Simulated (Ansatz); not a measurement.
AlSiH₂F₃: single-point calculation

- system: AlSiH₂F₃, SMILES F[Si](F)(F)[AlH2]
- method: RKS HSE06-d3bj/cc-pVDZ (Ansatz 0.2.0)

The geometry comes from this level: PBE0-D4/def2-TZVP. Figures and captions count atoms from 1; the log counts them from 0 in places.

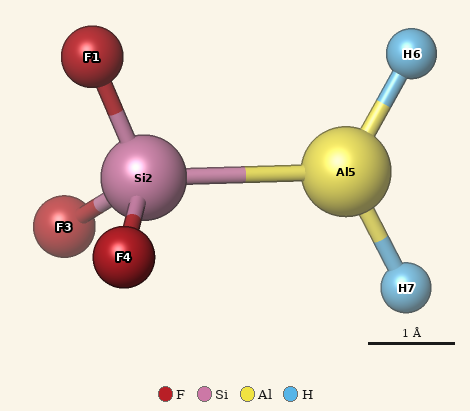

**Figure 1.** The structure (ball-and-stick view, seen at a tilt; atoms are numbered from 1 in the order of the input). Sticks mark near contacts. Bond lengths as drawn: Al–H 1.58 Å, Al–Si 2.47 Å and F–Si 1.59 Å.

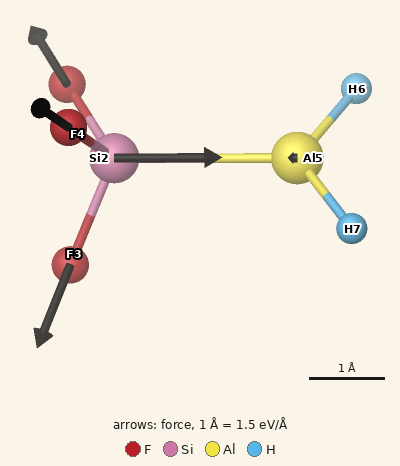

**Figure 2.** Forces on the atoms as black arrows (ball-and-stick view, seen at a tilt; atoms are numbered from 1 in the order of the input); the smallest are left out. The largest act on Si2 (2.19 eV/Å); F1 (1.89 eV/Å); F3, F4 (1.86 eV/Å). The geometry is not a stationary point of this energy.

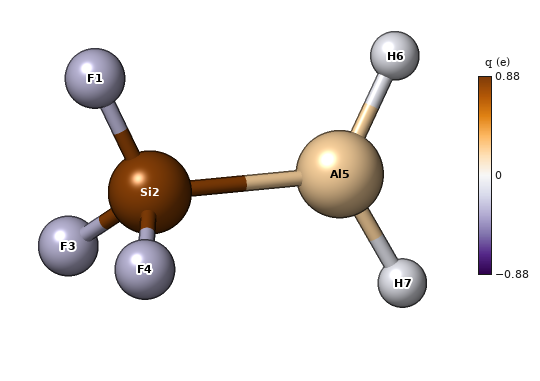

**Figure 3.** Mulliken charges, as the colour of each atom (ball-and-stick view, seen at a tilt; atoms are numbered from 1 in the order of the input). By element: F −0.30, Si +0.84, Al +0.22 and H −0.08 e.

The input and output of the run follow.

Input file:
```yaml
crystal:
  periodic: [false, false, false]
  atoms:
    - {symbol: F, position_ang: [0.581583, -0.848635, 1.954292]}
    - {symbol: Si, position_ang: [0.480824, -0.822443, 0.370206]}
    - {symbol: F, position_ang: [-0.248779, -2.172429, -0.043452]}
    - {symbol: F, position_ang: [1.972902, -0.939812, -0.164322]}
    - {symbol: Al, position_ang: [-0.671255, 1.163893, -0.528128]}
    - {symbol: H, position_ang: [-1.237482, 2.257781, 0.463441]}
    - {symbol: H, position_ang: [-0.816592, 1.293647, -2.097735]}
basis:
  gaussian: {orbitals: cc-pVDZ}
hamiltonian: {xc: {name: HSE06}, dispersion: d3bj}
output: {forces: true}
```

Command:
```bash
ansatz run in.yaml --threads 2 --pin off --events-out ev --progress --plain --max-ram 4352MiB
```

Output:
```
Functional definition: HSE06
  name "HSE06"
  cite "Heyd, Scuseria & Ernzerhof, J. Chem. Phys. 118, 8207 (2003) doi:10.1063/1.1564060"
  cite "Krukau, Vydrov, Izmaylov & Scuseria, J. Chem. Phys. 125, 224106 (2006) doi:10.1063/1.2404663"
  cite "Heyd & Scuseria, J. Chem. Phys. 120, 7274 (2004) doi:10.1063/1.1668634"
  cite "Ernzerhof & Perdew, J. Chem. Phys. 109, 3313 (1998) doi:10.1063/1.476928"
  cite "Perdew, Burke & Ernzerhof, Phys. Rev. Lett. 77, 3865 (1996) doi:10.1103/PhysRevLett.77.3865"
  parent pbe
  parameter a = 0.25
  parameter omega = 0.11/bohr
  # The whole range is PBE's own exchange, as in plane waves. The composition of these papers is wPBEh.
  exchange = pbe_x - a*pbe_x_sr(omega) + a*exact_x_sr(omega)
  correlation = pbe_c
838 factors; integrals over basis functions are off by at most 8.8e-4 eV
89 factors; integrals over basis functions are off by at most 7.0e-7 eV
mean field evaluation 1: about -22643.5365 eV, gradient 4.6e1 eV
mean field evaluation 2: about -22639.3676 eV, gradient 7.1e1 eV
mean field evaluation 4: about -22646.8611 eV, gradient 3.5e-1 eV
mean field evaluation 8: about -22646.9921 eV, gradient 1.7e-1 eV
mean field evaluation 16: about -22646.9922 eV, gradient 6.3e-5 eV
mean field -22646.99218824 eV, -832.2616122351 hartree, gradient 6.3e-5 eV, S^2 0.000000; 0 other end points of the search recorded, 0 dependent functions left out
the calculation of the forces begins
reference -22646.99223129 eV, -832.2616138172 hartree; 28, 28 occupied and 60, 60 virtual orbitals, 838 factors
Total energy: -22647.08085263 eV, -832.2648705915 hartree
Atom 0 at     0.581583    -0.848635     1.954292 Å, force     0.110980    -0.014743     1.885479 eV/Å
Atom 1 at     0.480824    -0.822443     0.370206 Å, force    -1.024549     1.769512    -0.776697 eV/Å
Atom 2 at    -0.248779    -2.172429    -0.043452 Å, force    -0.866753    -1.574132    -0.497217 eV/Å
Atom 3 at     1.972902    -0.939812    -0.164322 Å, force     1.747303    -0.123921    -0.639390 eV/Å
Atom 4 at    -0.671255     1.163893    -0.528128 Å, force     0.092685    -0.159298     0.078932 eV/Å
Atom 5 at    -1.237482     2.257781     0.463441 Å, force    -0.049060     0.094745     0.084113 eV/Å
Atom 6 at    -0.816592     1.293647    -2.097735 Å, force    -0.010606     0.007837    -0.135221 eV/Å
Dipole moment:    -0.237779     0.411881    -0.172332 e Å
```

Results in brief:

| quantity | value |
| --- | --- |
| outcome | converged |
| total energy | −22647.0809 eV |
| mean-field energy | −22646.9922 eV |
| dispersion energy | −0.0886 eV |
| SCF solution under orbital rotations | stable |
| largest force (length of the vector) | 2.187 eV/Å |
| dipole moment | 2.43 D |
| hardware | 2 threads of Arm Neoverse V1, 23 GiB of memory available, shared host |
| wall time | 2.2 s (CPU time 4.1 s) |
| peak memory | 0.39 GiB |
